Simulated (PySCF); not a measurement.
**C$_{4}$H$_{7}$N$_{3}$Si (SMILES C=Cn1ncc([SiH3])n1): density, localisation and related maps**

```tsv
atom	x (Å)	y (Å)	z (Å)
C	-2.6314	0.1635	-1.1569
C	-1.4947	0.7900	-1.4515
N	-0.2318	0.3746	-1.0012
N	-0.0410	-0.6873	-0.2396
C	1.2679	-0.7142	-0.0558
C	1.8551	0.3785	-0.7423
Si	3.6365	0.9440	-0.8743
N	0.8583	1.0436	-1.3296
H	-2.6360	-0.7287	-0.5283
H	-3.5742	0.5463	-1.5485
H	-1.4222	1.6856	-2.0697
H	1.7360	-1.4942	0.5420
H	4.5253	-0.2561	-0.8471
H	3.8274	1.6943	-2.1469
H	3.9959	1.8221	0.2798
```

Geometry: PBE0-D3(BJ)/def2-SVP.

The calculation used PySCF, wB97X-D/def2-SVPD, SCF density, gas phase.

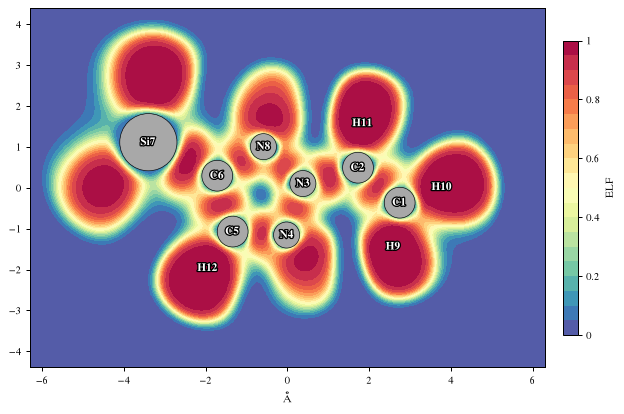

Figure 1. Electron localisation function on the plane of atoms C6, C5 and H12. Grey discs cover the atomic cores.

What does the map show?

The plane passes through C, N, Si and H nuclei. N–N (1.32 Å): the ELF peaks at about 0.90 between the atoms (localised, covalent bonding). C–N (1.32 Å): the ELF peaks at about 0.95 between the atoms; a covalent bond. C–C (1.33 Å): the ELF peaks at about 0.95 between the atoms: a multiple bond. C–Si (1.87 Å): the ELF peaks at about 1 between the atoms; localised, covalent bonding. C–H (1.09 Å): the ELF climbs to about 1 towards the hydrogen, as it does in any bond to H (a covalent bond by its length). The ELF also peaks beside N4 and N8, away from the bonds: lone-pair regions.

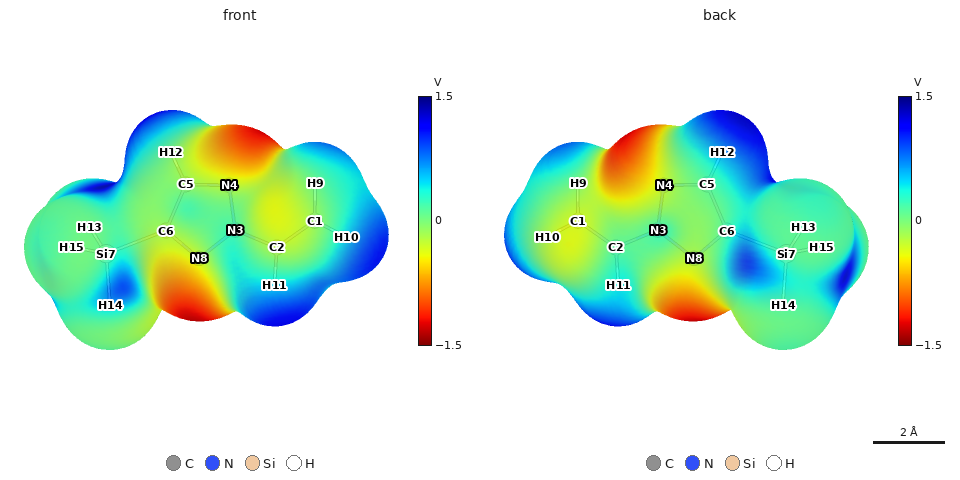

Figure 2. The molecular electrostatic potential painted on the density surface at 0.002 e/bohr³, seen from the front and from behind; the colour scale runs from red (negative) to blue (positive).

Where is the surface potential most negative and most positive?

The most negative region (about −1.3 V) lies over N4 and N8, the most positive (about +1.3 V) over Si7 and H12.

What dipole moment does the calculation give?

Its dipole moment is 0.34 D.
